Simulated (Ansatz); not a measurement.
**CH6OSi: molecular dynamics**

Purpose: to follow the molecule's vibrations and see whether its bonds hold. The start is relaxed first. Runs: 300 steps of 0.5 fs at constant energy, with velocities drawn for 2000 K. SMILES of the start: C[SiH2]O.

Method: RKS PBE0-D4/STO-3G, in Ansatz 0.2.0.

### 1 Starting point

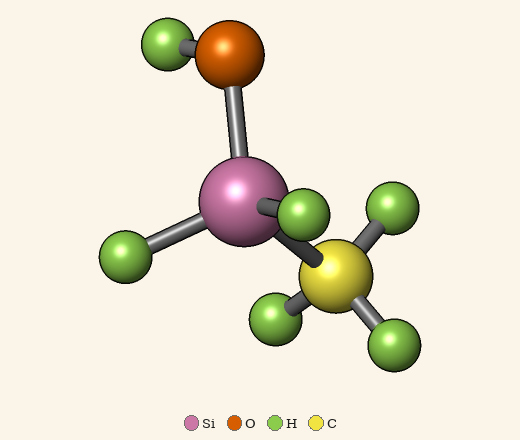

The starting structure, seen from a free direction (silicon pink, oxygen orange, hydrogen green, carbon yellow).

As a file:

```xyz
9

Si    0.0000    0.0000    0.0000
O     0.0000    0.0000    1.6800
H    -0.9095   -0.2814    2.0171
H     1.3768    0.0000   -0.4862
C    -0.8808    1.5259   -0.6227
H    -1.9334    1.2723   -0.8671
H    -0.8624    2.3106    0.1622
H    -0.3704    1.9025   -1.5336
H    -0.6877   -1.1914   -0.4862
```

### 2 Relaxing the start

The input, input.yaml:

```yaml
crystal:
  periodic: [false, false, false]
  atoms:
    - { symbol: Si, position_ang: [0.0, 0.0, 0.0] }
    - { symbol: O, position_ang: [0.0, 0.0, 1.68] }
    - { symbol: H, position_ang: [-0.9095, -0.2814, 2.0171] }
    - { symbol: H, position_ang: [1.3768, 0.0, -0.4862] }
    - { symbol: C, position_ang: [-0.8808, 1.5259, -0.6227] }
    - { symbol: H, position_ang: [-1.9334, 1.2723, -0.8671] }
    - { symbol: H, position_ang: [-0.8624, 2.3106, 0.1622] }
    - { symbol: H, position_ang: [-0.3704, 1.9025, -1.5336] }
    - { symbol: H, position_ang: [-0.6877, -1.1914, -0.4862] }
basis:
  gaussian: { orbitals: STO-3G }
hamiltonian:
  xc: pbe0
  dispersion: d4
relax:
  f_tol: 0.02
  max_steps: 40
output:
  orbitals: {}
```

Started as:

```console
> ansatz run input.yaml --threads 1 --pin off --max-ram 2048MiB --backend cpu --events-out ev --progress --plain --runs-dir out
```

Log, shortened:

```text
Warning: RAYON_NUM_THREADS=1 ignored (pool sized by the plan → 1); use --threads N
[...]
Functional definition: PBE0
[...]
346 factors; integrals over basis functions are off by at most 8.3e-6 eV
[...]
mean field -10920.61090039 eV, -401.3250483334 hartree, gradient 1.2e-5 eV, S^2 0.000000; 0 other end points of the search recorded, 0 dependent functions left out
[...]
reference -10920.61091567 eV, -401.3250488949 hartree; 17, 17 occupied and 8, 8 virtual orbitals, 346 factors
relax step   1: F+E_penalty+E_count = -10920.72051091 eV  Δ(F+E_penalty+E_count) = +0.000e0 eV  max|allowed force component| = 1.261e0 eV/Å  Δτ_max = 0.0000 Å  (19 SCF iters, accepted)
[...]
relax step   3: F+E_penalty+E_count = -10920.82965330 eV  Δ(F+E_penalty+E_count) = -1.553e-2 eV  max|allowed force component| = 2.273e-1 eV/Å  Δτ_max = 0.0493 Å  (23 SCF iters, accepted)
[...]
relax step   5: F+E_penalty+E_count = -10920.84927711 eV  Δ(F+E_penalty+E_count) = -1.221e-2 eV  max|allowed force component| = 1.239e-1 eV/Å  Δτ_max = 0.1210 Å  (23 SCF iters, accepted)
[...]
relax step   7: F+E_penalty+E_count = -10920.83156330 eV  Δ(F+E_penalty+E_count) = +2.308e-2 eV  max|allowed force component| = 8.128e-1 eV/Å  Δτ_max = 0.1791 Å  (23 SCF iters, rejected (line search))
[...]
relax step   9: F+E_penalty+E_count = -10920.85630316 eV  Δ(F+E_penalty+E_count) = -1.688e-4 eV  max|allowed force component| = 1.102e-1 eV/Å  Δτ_max = 0.0624 Å  (23 SCF iters, accepted)
[...]
relax step  10: F+E_penalty+E_count = -10920.85676470 eV  Δ(F+E_penalty+E_count) = -4.615e-4 eV  max|allowed force component| = 1.243e-2 eV/Å  Δτ_max = 0.0136 Å  (25 SCF iters, accepted)
347 factors; integrals over basis functions are off by at most 1.6e-5 eV
mean field -10920.74783655 eV, -401.3300806446 hartree, gradient 8.5e-6 eV, S^2 0.000000; 1 other end points of the search recorded, 0 dependent functions left out
[...]
reference -10920.74785201 eV, -401.3300812125 hartree; 17, 17 occupied and 8, 8 virtual orbitals, 347 factors
Total energy: -10920.85678015 eV, -401.3340842480 hartree
Atom 0 at     0.033848     0.007532     0.021774 Å, force     0.006458    -0.006789     0.002222 eV/Å
Atom 1 at    -0.081205    -0.172886     1.722011 Å, force    -0.001578     0.000526    -0.011590 eV/Å
Atom 2 at    -1.078052    -0.289329     1.882954 Å, force    -0.000887    -0.000581     0.004849 eV/Å
Atom 3 at     1.445251     0.133072    -0.253368 Å, force    -0.007718     0.001534     0.002604 eV/Å
Atom 4 at    -0.882152     1.515026    -0.605099 Å, force    -0.003177     0.012428    -0.006400 eV/Å
Atom 5 at    -1.960657     1.435769    -0.437190 Å, force     0.012195     0.000314     0.000415 eV/Å
Atom 6 at    -0.534388     2.428401    -0.113396 Å, force    -0.004392    -0.008348    -0.006220 eV/Å
Atom 7 at    -0.724739     1.636891    -1.681417 Å, force    -0.002527    -0.002320     0.012121 eV/Å
Atom 8 at    -0.485305    -1.155975    -0.672769 Å, force     0.001627     0.003236     0.001999 eV/Å
Dipole moment:    -0.236489     0.013630    -0.135020 e Å
```

Wall time 15 s (1 thread of Arm Neoverse V1, shared host); peak memory 0.11 GiB.

Step by step:

```tsv
step	energy from step 1 (eV)	largest force component (eV/Å)
1	0.0000	1.2608
2	-0.0936	0.6236
3	-0.1091	0.2273
4	-0.1166	0.5525
5	-0.1288	0.1239
6	-0.1341	0.0590
7x	-0.1111	0.8128
8	-0.1356	0.0293
9	-0.1358	0.1102
10	-0.1363	0.0124
```

Step 1 is the start. 1 step was tried and not accepted (7; marked x where the table lists them).

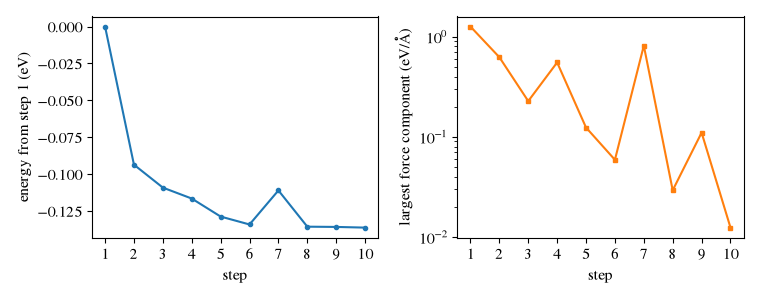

Energy and largest force along the relaxation.

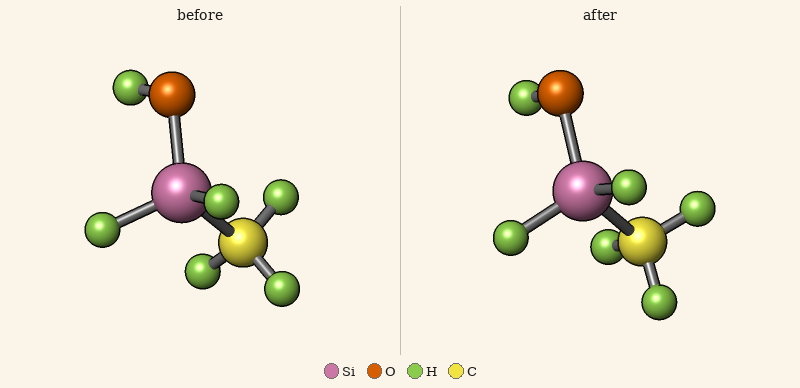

Before and after, at one scale.

After: Bond lengths: Si1–O2 1.714 Å, O2–H3 1.016 Å, Si1–H4 1.443 Å, Si1–C5 1.872 Å, C5–H6 1.094 Å, C5–H7 1.094 Å, C5–H8 1.095 Å, Si1–H9 1.451 Å. Angles: Si1–O2–H3 103.6°, O2–Si1–H4 105.3°, O2–Si1–C5 112.6°, O2–Si1–H9 111.5°, H4–Si1–C5 110.2°, H4–Si1–H9 109.2°, C5–Si1–H9 108.1°, Si1–C5–H6 111.9°, Si1–C5–H7 111.5°, Si1–C5–H8 110.4°, H6–C5–H7 107.7°, H6–C5–H8 107.5°, H7–C5–H8 107.7°.

### 3 Dynamics

300 steps of 0.5 fs at constant energy, with velocities drawn for 2000 K, from the relaxed start.

The input, input.yaml:

```yaml
crystal:
  periodic: [false, false, false]
  atoms:
    - { symbol: Si, position_ang: [0.033848, 0.007532, 0.021774] }
    - { symbol: O, position_ang: [-0.081205, -0.172886, 1.722011] }
    - { symbol: H, position_ang: [-1.078052, -0.289329, 1.882954] }
    - { symbol: H, position_ang: [1.445251, 0.133072, -0.253368] }
    - { symbol: C, position_ang: [-0.882152, 1.515026, -0.605099] }
    - { symbol: H, position_ang: [-1.960657, 1.435769, -0.43719] }
    - { symbol: H, position_ang: [-0.534388, 2.428401, -0.113396] }
    - { symbol: H, position_ang: [-0.724739, 1.636891, -1.681417] }
    - { symbol: H, position_ang: [-0.485305, -1.155975, -0.672769] }
basis:
  gaussian: { orbitals: STO-3G }
hamiltonian:
  xc: pbe0
  dispersion: d4
md:
  timestep: 0.5
  n_steps: 300
  ensemble: nve
  temperature: 2000.0
  initial_velocities: maxwell_boltzmann
  seed: 445899
```

Started as:

```console
> ansatz run input.yaml --threads 1 --pin off --max-ram 2048MiB --backend cpu --events-out ev --progress --plain --runs-dir out
```

Log, shortened:

```text
Warning: RAYON_NUM_THREADS=1 ignored (pool sized by the plan → 1); use --threads N
[...]
Functional definition: PBE0
[...]
345 factors; integrals over basis functions are off by at most 9.4e-6 eV
[...]
mean field -10920.74781250 eV, -401.3300797606 hartree, gradient 1.2e-5 eV, S^2 0.000000; 0 other end points of the search recorded, 0 dependent functions left out
[...]
reference -10920.74782795 eV, -401.3300803284 hartree; 17, 17 occupied and 8, 8 virtual orbitals, 345 factors
md step     0: t =     0.00 fs  T =  2000.0 K  F+E_penalty+E_count = -10920.85674065 eV  E_kin = 1.809640 eV  conserved = -10919.04710066 eV  (19 SCF iters)
[...]
md step    17: t =     8.50 fs  T =   700.8 K  F+E_penalty+E_count = -10919.67834274 eV  E_kin = 0.634139 eV  conserved = -10919.04420354 eV  (25 SCF iters, 3 dispersion substeps)
[...]
md step    34: t =    17.00 fs  T =  1337.0 K  F+E_penalty+E_count = -10920.25446575 eV  E_kin = 1.209723 eV  conserved = -10919.04474240 eV  (24 SCF iters, 3 dispersion substeps)
[...]
md step    51: t =    25.50 fs  T =   898.9 K  F+E_penalty+E_count = -10919.85481354 eV  E_kin = 0.813385 eV  conserved = -10919.04142878 eV  (26 SCF iters, 3 dispersion substeps)
[...]
md step    68: t =    34.00 fs  T =   880.6 K  F+E_penalty+E_count = -10919.83483024 eV  E_kin = 0.796780 eV  conserved = -10919.03805024 eV  (24 SCF iters, 3 dispersion substeps)
md step    69: t =    34.50 fs  T =   918.4 K  F+E_penalty+E_count = -10919.87272167 eV  E_kin = 0.831030 eV  conserved = -10919.04169119 eV  (26 SCF iters, 3 dispersion substeps)
md step    70: t =    35.00 fs  T =   959.9 K  F+E_penalty+E_count = -10919.91270583 eV  E_kin = 0.868534 eV  conserved = -10919.04417221 eV  (26 SCF iters, 3 dispersion substeps)
```

### 4 More of the same log: dynamics from the start

The log, continued, shortened:

```text
md step    71: t =    35.50 fs  T =   960.1 K  F+E_penalty+E_count = -10919.91309908 eV  E_kin = 0.868684 eV  conserved = -10919.04441500 eV  (26 SCF iters, 3 dispersion substeps)
[...]
md step    93: t =    46.50 fs  T =  1029.3 K  F+E_penalty+E_count = -10919.97114130 eV  E_kin = 0.931349 eV  conserved = -10919.03979260 eV  (26 SCF iters, 3 dispersion substeps)
[...]
md step   115: t =    57.50 fs  T =  1176.5 K  F+E_penalty+E_count = -10920.10831122 eV  E_kin = 1.064529 eV  conserved = -10919.04378247 eV  (20 SCF iters, 3 dispersion substeps)
[...]
md step   137: t =    68.50 fs  T =   849.0 K  F+E_penalty+E_count = -10919.80669522 eV  E_kin = 0.768195 eV  conserved = -10919.03850030 eV  (25 SCF iters, 3 dispersion substeps)
[...]
md step   159: t =    79.50 fs  T =  1445.7 K  F+E_penalty+E_count = -10920.35347412 eV  E_kin = 1.308107 eV  conserved = -10919.04536693 eV  (25 SCF iters, 3 dispersion substeps)
md step   160: t =    80.00 fs  T =  1453.4 K  F+E_penalty+E_count = -10920.36039599 eV  E_kin = 1.315097 eV  conserved = -10919.04529943 eV  (25 SCF iters, 3 dispersion substeps)
md step   161: t =    80.50 fs  T =  1393.5 K  F+E_penalty+E_count = -10920.30455038 eV  E_kin = 1.260906 eV  conserved = -10919.04364453 eV  (24 SCF iters, 3 dispersion substeps)
```

### 5 The log goes on: dynamics from the start

Output, continued, shortened:

```text
md step   162: t =    81.00 fs  T =  1290.7 K  F+E_penalty+E_count = -10920.20939520 eV  E_kin = 1.167835 eV  conserved = -10919.04156054 eV  (24 SCF iters, 3 dispersion substeps)
[...]
md step   180: t =    90.00 fs  T =   713.7 K  F+E_penalty+E_count = -10919.68575466 eV  E_kin = 0.645797 eV  conserved = -10919.03995719 eV  (25 SCF iters, 3 dispersion substeps)
[...]
md step   198: t =    99.00 fs  T =  1133.1 K  F+E_penalty+E_count = -10920.06585692 eV  E_kin = 1.025296 eV  conserved = -10919.04056048 eV  (25 SCF iters, 3 dispersion substeps)
[...]
md step   216: t =   108.00 fs  T =   927.7 K  F+E_penalty+E_count = -10919.87918945 eV  E_kin = 0.839433 eV  conserved = -10919.03975687 eV  (25 SCF iters, 3 dispersion substeps)
[...]
Total energy: -10919.91405720 eV, -401.2994398187 hartree
Atom 0 at    -0.084260    -0.098987    -0.035406 Å, force     1.042136    -0.633797     2.276679 eV/Å
Atom 1 at     0.110606     0.008883     1.754254 Å, force     0.468427    -0.524255    -2.525326 eV/Å
Atom 2 at    -0.835819     0.319255     1.895476 Å, force    -0.777653     0.299616     0.843820 eV/Å
Atom 3 at     1.209680    -0.443462    -0.621441 Å, force    -0.527562    -0.214059     0.081480 eV/Å
Atom 4 at    -0.781422     1.505789    -0.548421 Å, force    -2.746005     1.817368     0.150495 eV/Å
Atom 5 at    -0.574603     2.202062    -1.373486 Å, force     0.915456    -0.857903    -0.060770 eV/Å
Atom 6 at    -1.771513     1.098782    -0.759314 Å, force    -0.550672     0.609078    -0.772372 eV/Å
Atom 7 at    -1.063864     2.188100     0.281559 Å, force     0.941673    -0.484698     0.052346 eV/Å
Atom 8 at    -1.255715    -0.983048    -0.291937 Å, force     1.234201    -0.011350    -0.046352 eV/Å
Dipole moment:    -0.222511     0.016547    -0.196971 e Å
```

Run time: 5.6 min. Hardware: 1 thread of Arm Neoverse V1, shared host; peak memory 0.08 GiB.

### 6 The trajectory

The trajectory, every 22 steps (energies from step 0):

```tsv
time (fs)	T (K)	potential energy change (meV/atom)	total energy change (meV/atom)
0.0	2000	0.0	0.00
11.0	751	126.5	0.95
22.0	942	106.9	0.47
33.0	1014	100.1	0.91
44.0	1183	82.4	0.24
55.0	1043	97.1	0.84
66.0	1091	91.9	0.54
77.0	1262	74.8	0.55
88.0	948	105.9	0.22
99.0	1133	87.9	0.73
110.0	969	104.4	0.76
121.0	998	101.4	0.66
132.0	1388	61.7	0.21
143.0	965	104.9	0.84
150.0	961	104.7	0.29
```

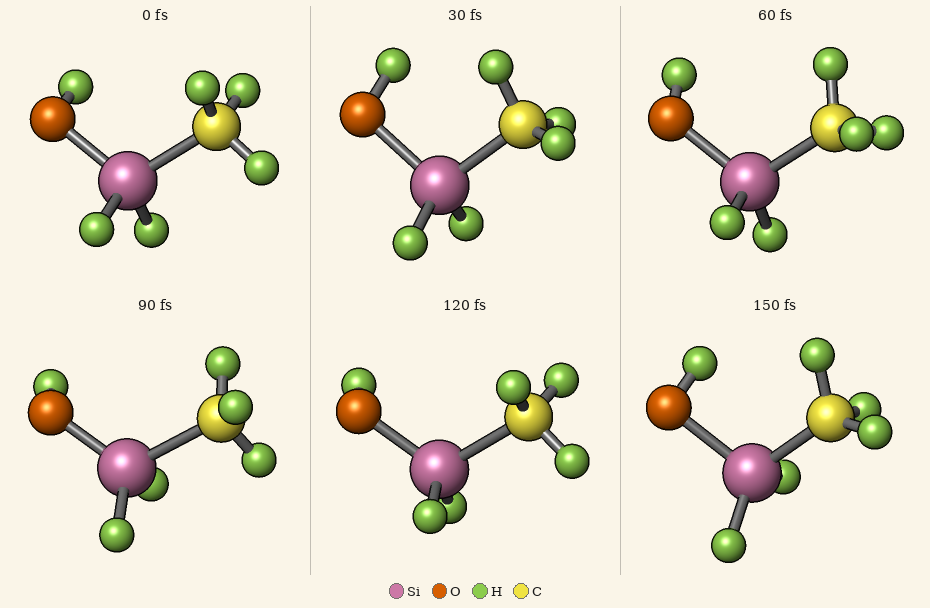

Six frames of the run, seen from a chosen angle. Sticks join atoms within a bonding distance in each frame.

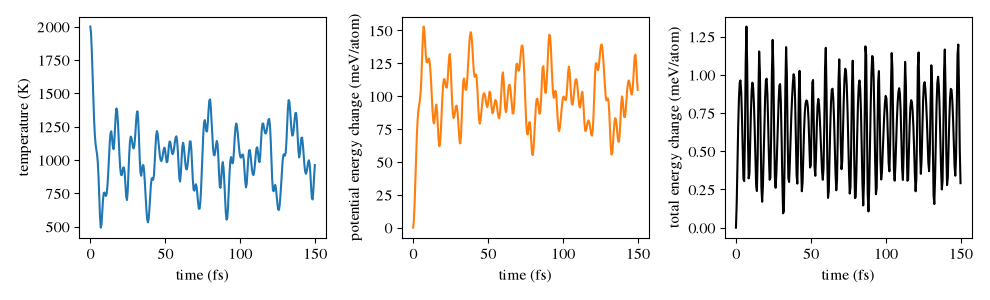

Traces against time; each panel has its own scale.

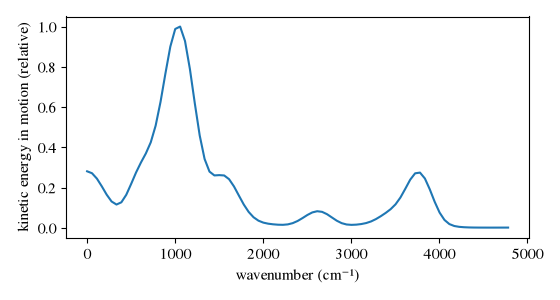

Power spectrum of the mass-weighted velocities; a run of 150 fs resolves no finer than about 440 cm⁻¹.

Maxima of the velocity power spectrum (cm⁻¹, relative height; resolution about 440 cm⁻¹): 1060 (100), 1500 (26), 2610 (8), 3780 (27).

### 7 Positions and forces

Positions (Å) and forces (eV/Å):

```xyz
9
time_fs=19.0 T=1155 dE=0.7706
Si    0.004   -0.057    0.011    2.540    1.171   -2.838
O    -0.065   -0.100    1.698   -3.910    0.332    0.861
H    -1.138    0.144    1.771    3.149   -0.843    0.487
H     1.380    0.286   -0.354   -0.146   -0.310    0.581
C    -0.850    1.505   -0.557   -1.974    0.574    2.514
H    -1.936    1.456   -0.643   -0.274   -0.590   -0.497
H    -0.789    2.210    0.301    0.527   -0.333   -0.345
H    -0.511    2.075   -1.386    0.926    0.063   -1.339
H    -0.154   -1.230   -0.841   -0.839   -0.063    0.577
9
time_fs=37.5 T=623 dE=1.2537
Si    0.074   -0.029   -0.056   -3.415   -0.561    4.530
O    -0.089   -0.104    1.742   -2.164    0.946   -0.047
H    -1.142    0.188    1.980    3.490   -0.945   -1.495
H     1.466   -0.342   -0.246    0.097    0.374   -0.677
C    -0.914    1.486   -0.501    0.844    1.661   -1.809
H    -1.849    1.339   -1.023   -0.326   -1.103   -0.377
H    -1.207    2.249    0.208    0.555   -0.191    1.364
H    -0.319    2.050   -1.211    0.210    0.489   -0.521
H    -0.922   -1.031   -0.367    0.708   -0.671   -0.969
9
time_fs=56.0 T=1090 dE=0.8303
Si   -0.015   -0.059    0.033    1.097    2.269   -3.184
O    -0.011   -0.104    1.687   -2.799    0.184    3.676
H    -1.024    0.054    2.110    3.370   -0.572   -2.089
H     1.339    0.130   -0.493   -0.058   -0.514    0.894
C    -0.839    1.546   -0.603   -2.458   -0.226    1.089
H    -1.718    1.236   -1.195    0.435    0.250   -0.385
H    -1.354    1.977    0.286    0.495    0.050   -0.308
H    -0.371    2.416   -1.107    0.523   -1.145    0.198
H    -0.476   -1.221   -0.673   -0.604   -0.297    0.109
9
time_fs=75.0 T=1068 dE=0.8486
Si   -0.049   -0.006    0.004    1.111   -2.310    1.276
O     0.065   -0.126    1.794   -3.586   -0.403   -2.095
H    -0.995   -0.337    1.898    2.402    0.470    0.643
H     1.388   -0.092   -0.296   -0.637    0.689   -0.289
C    -0.915    1.507   -0.653    2.050    1.112    0.429
H    -1.432    1.448   -1.635    0.261   -0.091    0.892
H    -1.442    2.123    0.107   -0.105   -0.713   -0.658
H     0.073    2.021   -0.775   -1.306    0.800   -0.756
H    -0.550   -1.231   -0.647   -0.189    0.446    0.558
9
time_fs=94.0 T=1021 dE=0.8880
Si   -0.041   -0.017    0.049   -0.102    1.919    0.418
O     0.053   -0.138    1.730    2.431    1.315    0.275
H    -0.749   -0.623    1.990   -1.869   -0.970    0.567
H     1.313   -0.135   -0.483   -0.419   -0.443   -0.095
C    -0.855    1.581   -0.683    0.470   -2.273    0.823
H    -1.052    1.007   -1.607   -0.832    1.567   -0.393
H    -1.770    1.678   -0.070    0.122    0.418   -0.873
H    -0.361    2.558   -0.863   -0.032   -0.925    0.238
H    -1.099   -0.954   -0.205    0.230   -0.609   -0.960
9
time_fs=112.5 T=1002 dE=0.9104
Si   -0.097   -0.022    0.026    0.845   -1.923   -0.526
O     0.102   -0.101    1.794    3.863    2.798   -3.695
H    -0.623   -0.557    2.191   -3.881   -2.268    1.263
H     1.218   -0.162   -0.634   -0.299    0.448    0.981
C    -0.855    1.540   -0.717    1.308   -0.210    3.051
H    -0.769    1.610   -1.817   -0.573    0.121    0.791
H    -1.810    1.640   -0.188   -0.639    0.259   -1.388
H    -0.235    2.283   -0.164   -0.281    0.258   -1.299
H    -0.702   -1.224   -0.588   -0.344    0.518    0.821
9
time_fs=131.0 T=1136 dE=0.7899
Si   -0.097   -0.101    0.032    0.737    1.927   -0.511
O     0.116   -0.015    1.675    3.831    0.789   -0.203
H    -0.729   -0.259    1.997   -4.396   -1.143    2.401
H     1.324   -0.117   -0.340   -0.770   -0.010   -0.598
C    -0.874    1.563   -0.590    2.294    0.155    0.241
H    -0.302    1.560   -1.543   -1.125    0.954   -0.076
H    -1.941    1.769   -0.711   -0.039   -0.832   -0.314
H    -0.490    2.456   -0.002   -0.164   -1.473   -0.570
H    -0.784   -1.283   -0.382   -0.368   -0.368   -0.369
9
time_fs=150.0 T=961 dE=0.9427
Si   -0.084   -0.099   -0.035    1.042   -0.634    2.277
O     0.111    0.009    1.754    0.468   -0.524   -2.525
H    -0.836    0.319    1.895   -0.778    0.300    0.844
H     1.210   -0.444   -0.621   -0.528   -0.214    0.082
C    -0.781    1.506   -0.548   -2.746    1.817    0.150
H    -0.575    2.202   -1.373    0.915   -0.858   -0.061
H    -1.772    1.099   -0.759   -0.551    0.609   -0.772
H    -1.064    2.188    0.282    0.942   -0.485    0.052
H    -1.256   -0.983   -0.292    1.234   -0.011   -0.046
```

### 8 Summary of results

```
                          quantity                            value
           relaxation of the start          8 moves, 0.136 eV lower
                            length              300 steps of 0.5 fs
  temperature, first and last step                   2000 and 961 K
          temperature, second half  mean 1039 K, from 552 to 1453 K
     potential energy, second half      +97 meV/atom from the start
largest change of the total energy                    1.32 meV/atom
            bonds formed or broken                                0
```

What this shows: The temperature starts at 2000 K and averages 1039 K in the second half, where it ranges from 552 to 1453 K; a mean near half the start is what vibrations about a minimum give, since they share energy equally between motion and strain. The total energy strays from its start by at most 1.32 meV/atom, 1.3 % of the mean kinetic energy, which is good for a step of 0.5 fs. The bonding pattern survives the run. Averages from a run of 150 fs with 9 atoms are rough. The nuclei move classically, without zero-point motion, which matters most for hydrogen. The basis is very small, so the numbers are rough.
